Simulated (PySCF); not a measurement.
AlCl (aluminum monochloride) (triplet)

```xyz
2

Al    1.0926   -0.0400    0.0069
Cl   -1.0321    0.0128   -0.0164
```

Geometry: PBE0-D3(BJ)/def2-SVP.

Theory: UKS B3LYP, IGLO-III on Al Cl, non-relativistic, mean-field spin-orbit, GIAO in PySCF.

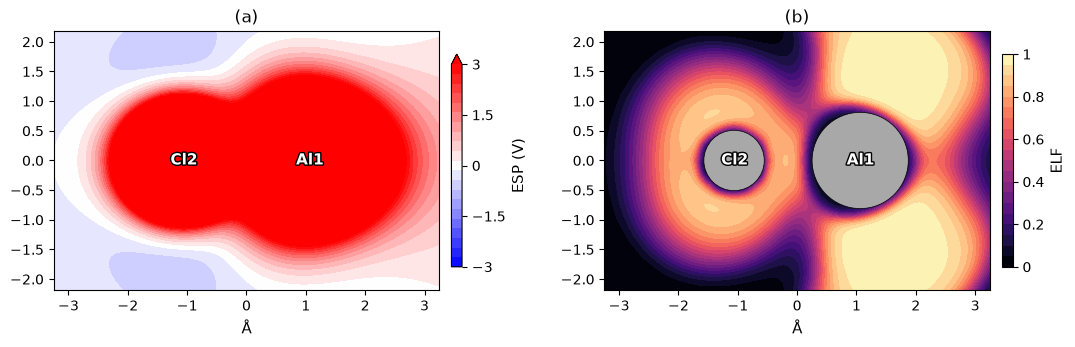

Figure 1. (a) electrostatic potential; (b) ELF on a plane that holds the molecular axis. Grey discs cover the atomic cores in the ELF map.

Interpret the plot.

Answer. The section cuts through Al and Cl sites.
Al–Cl (2.13 Å): the ELF peaks at about 0.85 in the valence shell of Cl, 0.9 Å from its nucleus, and is about 0.75 at the midpoint.
The ELF also peaks beside Al1 and Cl2, away from the bonds: non-bonding electrons, paired or unpaired.
Outside the dense part of the molecule the potential is most negative (−0.6 V) near Cl2.

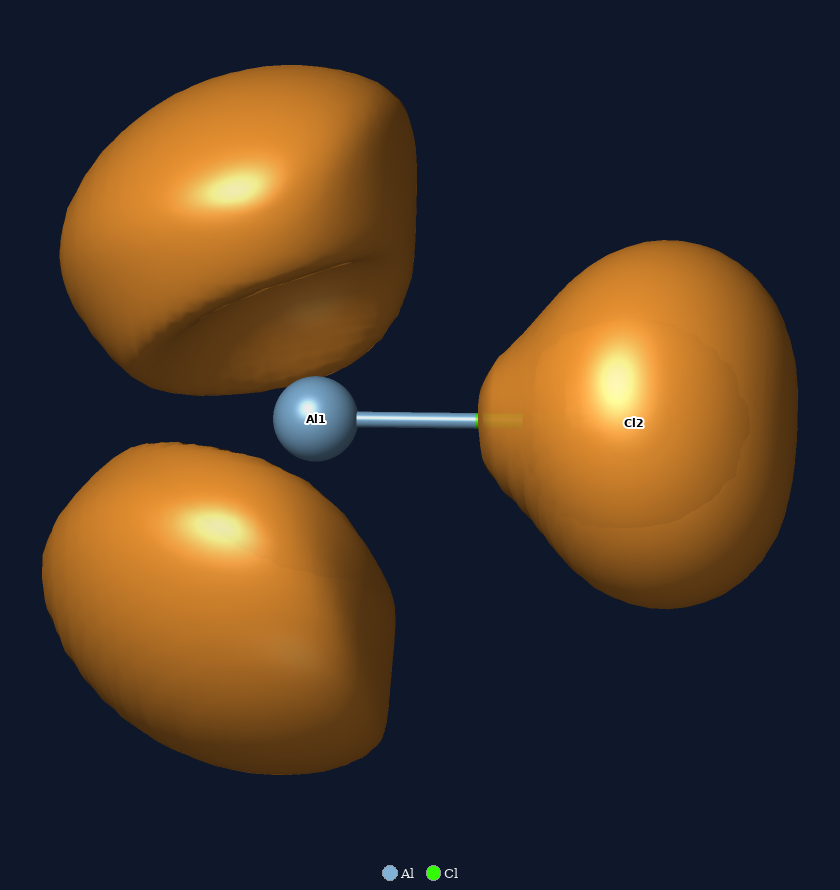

Figure 2. Isosurface of the ELF at 0.8 (orange), seen from one side. Only the valence region is drawn (cores and ρ < 0.01 e/Å³ removed).

Where are the electrons localised?

Answer. The ELF exceeds this value in two lobes on Al, pointing away from the bonds (non-bonding electrons) and one region wrapped around Cl (its valence shell).

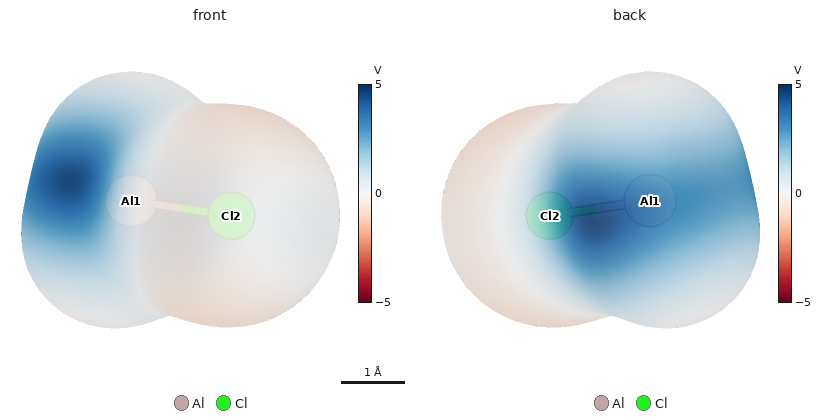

Figure 3. The electrostatic potential painted on the density surface at 0.004 e/bohr³, seen from the front and from behind; the colour scale runs from red (negative) to blue (positive).

Which sites attract a positive test charge, and which a negative one?

Answer. A positive charge is drawn to the negative regions and a negative charge to the positive ones. The most negative region (about −0.6 V) lies over Cl2, the most positive (about +4.6 V) over Al1. Cl2 shows a σ-hole: about +0.3 V at the tip opposite its bond, against about −0.5 V on its flanks.
